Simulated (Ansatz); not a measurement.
# AsPH₂ (singlet): from a generated start to a stationary point

Where does this start of AsPH₂ (singlet) end when it is relaxed?

Method: RKS PBE0/def2-TZVP; program: Ansatz 0.2.0, Gaussian basis.

**1. The system as given**

4 atoms, charge 0, spin multiplicity 1.

Atoms are counted from 1 here; the program's logs count them from 0.

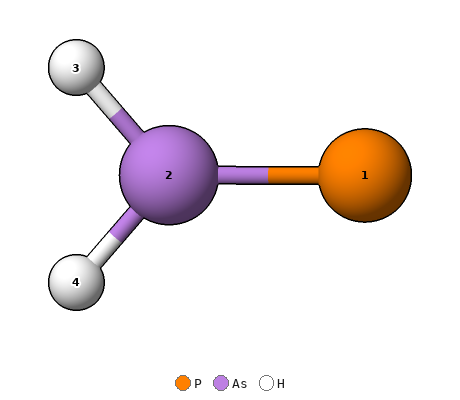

Start geometry, drawn with phosphorus orange, arsenic purple, hydrogen white; atoms are numbered from 1 in the order of the file.

The start was built by rule and, where that kept it together, relaxed with GFN2-xTB. Sticks and bond lists go by distance. No spin-orbit coupling is included. 

**2. The run**

File in.yaml:

```yaml
crystal:
  periodic: [false, false, false]
  atoms:
    - {symbol: P, position_ang: [-1.488666, 0.000817, -0.002370]}
    - {symbol: As, position_ang: [0.573749, -0.000315, 0.000914]}
    - {symbol: H, position_ang: [1.550009, 1.134262, 0.000107]}
    - {symbol: H, position_ang: [1.548756, -1.135962, 0.004827]}
basis:
  gaussian: {orbitals: def2-TZVP}
hamiltonian: {xc: pbe0}
relax: {f_tol: 0.004, max_steps: 80}
```

Launch:

```bash
$ ansatz run in.yaml --threads 1 --pin off --events-out ev --progress --plain --max-ram 2176MiB
```

What does the calculation give? Wanted: energy gained; shift from the start; total energy; dipole moment.

**Answer**, as computed:

```
                  quantity           value
                     steps               5
             energy gained        0.021 eV
shift from the start (rms)         0.036 Å
              total energy  -70149.7993 eV
             dipole moment          2.34 D
```

The bonds of the start are those of the end. P1–As2 went from 2.062 to 2.042 Å. No vibrations were run, so this is a stationary point, not a proven minimum, and this spin need not be the ground state's.
